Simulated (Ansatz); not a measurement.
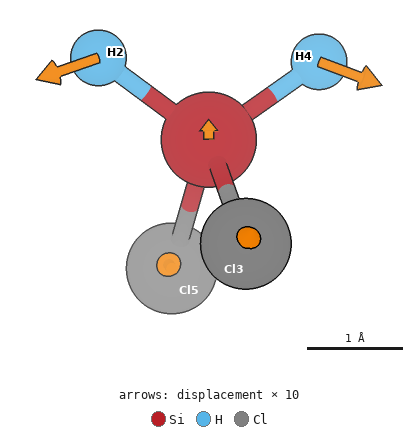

A relaxation of SiH2Cl2. The starting structure is drawn; orange arrows show the displacements, magnified 10 times. The two geometries are superimposed by the best rigid fit.

A ball-and-stick model, seen from a free direction.

The run prepares the start of a later molecular dynamics calculation, from a guessed geometry.

Computed with RKS PBE0/6-31G in Ansatz.

Input
```yaml
crystal:
  periodic: [false, false, false]
  atoms:
    - { symbol: Si, position_ang: [0.0, 0.0, 0.0] }
    - { symbol: H, position_ang: [0.0, 0.0, 1.46] }
    - { symbol: Cl, position_ang: [2.0086, 0.0, -0.7093] }
    - { symbol: H, position_ang: [-0.6877, 1.1914, -0.4862] }
    - { symbol: Cl, position_ang: [-1.0032, -1.7381, -0.7093] }
basis:
  gaussian: { orbitals: "6-31G" }
hamiltonian:
  xc: pbe0
relax:
  f_tol: 0.02
  max_steps: 40
output:
  orbitals: {}
```

Run as
```bash
ansatz run input.yaml --threads 1 --pin off --max-ram 2048MiB --backend cpu --events-out ev --progress --plain --runs-dir out
```

**Which element moves most?**

Hydrogen: up to 0.073 Å, against 0.038 Å for chlorine.

**Describe the change and its energy.**

The largest moves after the best rigid fit, 0.073 Å, are those of H2 and H4. Largest moves by element: H 0.073 Å, Cl 0.038 Å, Si 0.022 Å. Some distances before and after: Si1–Cl3 2.130 → 2.163 Å, Si1–H2 1.460 → 1.491 Å. Bond angles that change, for instance: H2–Si1–H4 109.5° → 115.5°. Over 3 geometry steps the energy falls by 5.20 kJ/mol. The largest force component goes from 0.63 to 0.0045 eV/Å.

Limits of the set-up: the basis has no polarisation functions, which atoms past neon need.
